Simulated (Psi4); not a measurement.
# One shape, several levels: doublet [BF2]2+

We compute a comparison of 5 runs (U-revPBE/cc-pVTZ, UM06-L/cc-pVTZ, UPBE/cc-pVTZ, UTPSS/cc-pVTZ, UCCSD(T)/cc-pVTZ) of doublet [BF2]2+. 

The calculation is run with Psi4 1.11.

1 further run of the same task is left out (it didn't finish).

**1. The molecule**

The species is [BF2]2+ (3 atoms), meant as a doublet with charge +2. SMILES of the parent species: `F[B+]F`. The coordinates come from a PBE0-D4/def2-TZVP relaxation. That shape belongs to the parent species and isn't relaxed for this state.

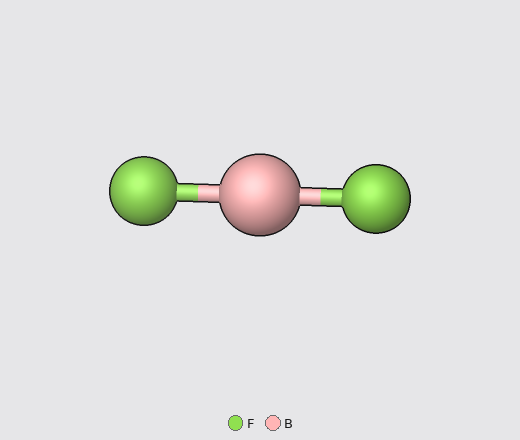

The structure, seen from a chosen angle (fluorine green, boron pink).

**2. Energy and forces at U-revPBE/cc-pVTZ (run 1)**

input.in reads:

```
memory 2200 mb

molecule m {
  2 2
  F      0.329710     1.140520     0.307700
  B      0.000000     0.000000     0.000000
  F     -0.329720    -1.140520    -0.307700
  symmetry c1
}

set reference uks
set puream true
set e_convergence 1e-09
set d_convergence 1e-08
set scf_type pk
set dft_radial_points 99
set dft_spherical_points 590
set maxiter 100

e, wfn = gradient("revpbe/cc-pVTZ", return_wfn=True)
oeprop(wfn, "MAYER_INDICES", "WIBERG_LOWDIN_INDICES", "DIPOLE", title="REVPBE")
```

Launch:

```console
$ psi4 -i input.in -o input.out -n 1
```

input.out:

```text
[...]
  Running in c1 symmetry.
[...]
  Nuclear repulsion =   56.306969287117830
[...]
  Multiplicity = 2
[...]
  Nalpha       = 11
  Nbeta        = 10
[...]
    Number of basis functions: 90
[...]
   @UKS iter   1:  -223.31462790955391    9.79883e-01   1.78432e-03 DIIS/ADIIS
[...]
   @UKS iter  10:  -223.32737715102047   -1.42109e-11   5.42152e-09 DIIS
[...]
   @S^2 Observed:                7.563902450E-01
[...]
  @UKS Final Energy:  -223.32737715102047
   => Energetics <=
    Nuclear Repulsion Energy =             56.3069692871178304
    One-Electron Energy =                -405.2879658290312364
    Two-Electron Energy =                 149.8177418035584196
    DFT Exchange-Correlation Energy =     -24.1641224126655025
    Empirical Dispersion Energy =           0.0000000000000000
    VV10 Nonlocal Energy =                  0.0000000000000000
    Total Energy =                       -223.3273771510204710
[...]
  -Total Gradient:
     Atom            X                  Y                   Z
    ------   -----------------  -----------------  -----------------
       1       -0.000000101826     0.000000003691    -0.096254009521
       2       -0.000000550719    -0.000000062117     0.000002324193
       3        0.000000652102     0.000000058370     0.096251684873
[...]
```

It took 38 s on 1 thread of Intel Xeon at 2.50GHz (Skylake/Cascade Lake), shared host; peak memory 0.73 GiB.

**3. The energy at UM06-L/cc-pVTZ (run 2)**

bf2_ase.py reads:

```python
import numpy as np
from ase.calculators.psi4 import Psi4
from ase import Atoms

atoms = Atoms(['F', 'B', 'F'], positions=[
    [0.329710, 1.140520, 0.307700],
    [0.000000, 0.000000, 0.000000],
    [-0.329720, -1.140520, -0.307700],
])
calc = Psi4(atoms=atoms, method='m06-l', basis='cc-pVTZ', memory='2200MB', num_threads=1, charge=2, multiplicity=2, label='calc', reference='uks')
calc.psi4.set_options({'puream': True, 'e_convergence': 1e-09, 'd_convergence': 1e-08, 'scf_type': 'pk', 'dft_radial_points': 99, 'dft_spherical_points': 590, 'maxiter': 100})
atoms.calc = calc

print(f'energy: {atoms.get_potential_energy():.6f} eV')
```

Launch:

```console
$ python bf2_ase.py
```

calc.dat:

```text
[...]
  Running in c1 symmetry.
[...]
  Nuclear repulsion =   56.306969287117830
[...]
  Multiplicity = 2
[...]
  Nalpha       = 11
  Nbeta        = 10
[...]
    Number of basis functions: 90
[...]
   @UKS iter   1:  -223.33871301559668    9.38456e-01   2.22328e-03 ADIIS/DIIS
[...]
   @UKS iter  11:  -223.36208401118833   -1.19371e-12   3.16408e-09 DIIS
[...]
   @S^2 Observed:                7.634392893E-01
[...]
  @UKS Final Energy:  -223.36208401118833
   => Energetics <=
    Nuclear Repulsion Energy =             56.3069692871178304
    One-Electron Energy =                -405.4361938923897242
    Two-Electron Energy =                 150.0139378525969107
    DFT Exchange-Correlation Energy =     -24.2467972585133644
    Empirical Dispersion Energy =           0.0000000000000000
    VV10 Nonlocal Energy =                  0.0000000000000000
    Total Energy =                       -223.3620840111883297
[...]
 Multipole Moments:
 ------------------------------------------------------------------------------------
     Multipole            Electronic (a.u.)      Nuclear  (a.u.)        Total (a.u.)
 ------------------------------------------------------------------------------------
 L = 1.  Multiply by 2.5417464519 to convert [e a0] to [Debye]
 Dipole X            :          0.0000105           -0.0000016            0.0000089
 Dipole Y            :         -0.0000080            0.0000000           -0.0000080
 Dipole Z            :         -0.0000022            0.0000000           -0.0000022
 Magnitude           :                                                    0.0000122
[...]
```

Standard output:

```text
energy: -6077.991891 eV
```

Wall time 43 s (1 thread of Intel Xeon at 2.50GHz (Skylake/Cascade Lake), shared host); peak memory 1.3 GiB.

**4. Energy and gradient at UPBE/cc-pVTZ (run 3)**

job.json reads:

```json
{
 "schema_name": "qcschema_input",
 "schema_version": 1,
 "molecule": {
  "schema_name": "qcschema_molecule",
  "schema_version": 2,
  "symbols": ["F", "B", "F"],
  "geometry": [0.6230616, 2.15527044, 0.58146873, 0.0, 0.0, 0.0, -0.6230805, -2.15527044, -0.58146873],
  "molecular_charge": 2,
  "molecular_multiplicity": 2,
  "fix_symmetry": "c1",
  "fix_com": true,
  "fix_orientation": true
 },
 "driver": "gradient",
 "model": {
  "method": "pbe",
  "basis": "cc-pVTZ"
 },
 "keywords": {
  "reference": "uks",
  "puream": true,
  "e_convergence": 1e-09,
  "d_convergence": 1e-08,
  "scf_type": "pk",
  "dft_radial_points": 99,
  "dft_spherical_points": 590,
  "maxiter": 100,
  "scf_properties": ["MAYER_INDICES", "WIBERG_LOWDIN_INDICES", "LOWDIN_CHARGES"]
 }
}
```

Launch:

```console
$ psi4 --qcschema job.json -n 1 --memory 2200MB
```

stdout:

```text
[...]
  Running in c1 symmetry.
[...]
  Nuclear repulsion =   56.306969289983982
[...]
  Multiplicity = 2
[...]
  Nalpha       = 11
  Nbeta        = 10
[...]
    Number of basis functions: 90
[...]
   @UKS iter   1:  -223.15854961272692    9.88892e-01   1.74503e-03 ADIIS/DIIS
[...]
   @UKS iter  10:  -223.17080355334184   -8.55493e-12   4.55831e-09 DIIS
[...]
   @S^2 Observed:                7.559248109E-01
[...]
  @UKS Final Energy:  -223.17080355334184
   => Energetics <=
    Nuclear Repulsion Energy =             56.3069692899839822
    One-Electron Energy =                -405.2659442249046151
    Two-Electron Energy =                 149.7843332849906233
    DFT Exchange-Correlation Energy =     -23.9961619034118172
    Empirical Dispersion Energy =           0.0000000000000000
    VV10 Nonlocal Energy =                  0.0000000000000000
    Total Energy =                       -223.1708035533418411
[...]
  -Total Gradient:
     Atom            X                  Y                   Z
    ------   -----------------  -----------------  -----------------
       1       -0.024444123357    -0.084555812321    -0.022812246776
       2        0.000000123143     0.000002295944     0.000000619740
       3        0.024443999837     0.084553516077     0.022811626956
[...]
```

The result, in JSON:

```text
{
 "driver": "gradient",
 "model": {
  "method": "pbe",
  "basis": "cc-pVTZ"
 },
 "success": true,
 "return_result": [-0.024444123357002245, -0.08455581232117582, -0.02281224677642238, 1.2314306064653523e-07, 2.295943697395052e-06, 6.197395598100493e-07, 0.024443999836961272, 0.08455351607734296, 0.022811626956325853],
 "properties": {
  "calcinfo_nbasis": 90,
  "calcinfo_nmo": 90,
  "calcinfo_nalpha": 11,
  "calcinfo_nbeta": 10,
  "calcinfo_natom": 3,
  "nuclear_repulsion_energy": 56.30696928998398,
  "return_energy": -223.17080355334184,
  "return_gradient": [-0.024444123357002245, -0.08455581232117582, -0.02281224677642238, 1.2314306064653523e-07, 2.295943697395052e-06, 6.197395598100493e-07, 0.024443999836961272, 0.08455351607734296, 0.022811626956325853],
  "scf_one_electron_energy": -405.2659442249046,
  "scf_two_electron_energy": 149.78433328499062,
  "scf_xc_energy": -23.996161903411817,
  "scf_dipole_moment": [-5.501193395041071e-06, -6.385987475376886e-06, -1.7240276447560987e-06],
  "scf_total_energy": -223.17080355334184,
  "scf_total_gradient": [-0.024444123357002245, -0.08455581232117582, -0.02281224677642238, 1.2314306064653523e-07, 2.295943697395052e-06, 6.197395598100493e-07, 0.024443999836961272, 0.08455351607734296, 0.022811626956325853],
  "scf_iterations": 10
 }
}
```

Run time: 42 s. Hardware: 1 thread of Intel Xeon at 2.50GHz (Skylake/Cascade Lake), shared host; peak memory 0.72 GiB.

Run 4 isn't shown in full; the table further down has it.

**5. A single-point energy at UCCSD(T)/cc-pVTZ (run 5)**

input.dat reads:

```
memory 2200 mb

molecule m {
  2 2
  F      0.329710     1.140520     0.307700
  B      0.000000     0.000000     0.000000
  F     -0.329720    -1.140520    -0.307700
  units angstrom
  symmetry c1
  no_reorient
  no_com
}

set {
  basis cc-pVTZ
  reference uhf
  puream true
  e_convergence 1e-09
  d_convergence 1e-08
  scf_type pk
  num_frozen_docc 3
  maxiter 100
}

energy("ccsd(t)")
```

Launch:

```console
$ psi4 -i input.dat -o output.dat -n 1
```

output.dat:

```text
[...]
  Running in c1 symmetry.
[...]
  Nuclear repulsion =   56.306969287117830
[...]
  Multiplicity = 2
[...]
  Nalpha       = 11
  Nbeta        = 10
[...]
    Number of basis functions: 90
[...]
   @UHF iter   1:  -222.33781353238416    6.60262e-01   4.58179e-03 ADIIS/DIIS
[...]
   @UHF iter  15:  -222.44646295615229    4.71800e-12   3.63225e-09 DIIS
[...]
   @S^2 Observed:                8.952005995E-01
[...]
  @UHF Final Energy:  -222.44646295615229
   => Energetics <=
    Nuclear Repulsion Energy =             56.3069692871178304
    One-Electron Energy =                -405.0512795931231267
    Two-Electron Energy =                 126.2978473498530008
    Total Energy =                       -222.4464629561522884
  UHF NO Occupations:
  HONO-2 :    9  A 1.9987370
  HONO-1 :   10  A 1.9282773
[...]
 Multipole Moments:
 ------------------------------------------------------------------------------------
     Multipole            Electronic (a.u.)      Nuclear  (a.u.)        Total (a.u.)
 ------------------------------------------------------------------------------------
 L = 1.  Multiply by 2.5417464519 to convert [e a0] to [Debye]
 Dipole X            :          0.0001760           -0.0001701            0.0000060
 Dipole Y            :          0.0000316            0.0000000            0.0000316
 Dipole Z            :          0.0000086            0.0000000            0.0000086
 Magnitude           :                                                    0.0000333
[...]
      * MP2 total energy                      = -222.968937883376640
[...]
      * CCSD total energy                     = -222.990076933424064
[...]
      * CCSD(T) total energy                     = -223.009597295143749
[...]
```

Run time: 5.1 min. Hardware: 1 thread of Intel Xeon at 2.50GHz (Skylake/Cascade Lake), shared host; peak memory 0.84 GiB.

**6. The series**

```tsv
run	level	task	properties	energy (Eh)	HOMO energy (eV)	LUMO energy (eV)	⟨S²⟩	wall time
1	U-revPBE/cc-pVTZ	gradient	(mayer, wiberg, dipole)	-223.327377	-31.08	-30.70	0.756	38 s
2	UM06-L/cc-pVTZ	energy	–	-223.362084	-31.45	-30.38	0.763	43 s
3	UPBE/cc-pVTZ	gradient	(mayer, wiberg, lowdin)	-223.170804	-31.16	-30.83	0.756	42 s
4	UTPSS/cc-pVTZ	gradient	–	-223.415500	-31.35	-30.60	0.758	61 s
5	UCCSD(T)/cc-pVTZ	energy	–	-223.009597	-33.57	-23.67	0.895	5.1 min
```

**7. Outcome**

| quantity | value |
| --- | --- |
| run 5: total energy | -223.00960 Eh |
| run 5: HOMO energy (Hartree–Fock orbitals) (highest over α and β) | -33.57 eV |
| run 5: LUMO energy (Hartree–Fock orbitals) (lowest over α and β) | -23.67 eV |
| run 5: correlation energy (3 core orbitals frozen) | -563.1 mEh |
| run 5: (T) correction | -19.52 mEh |
| run 5: ⟨S²⟩ of the reference determinant | 0.895 |
| run 5: T1 diagnostic | 0.048 |

**Reading.** Totals of different functionals can't be ranked against each other. Spin contamination of the reference: run 5 ⟨S²⟩ = 0.90. All runs together took 8.2 min, the longest 5.1 min.
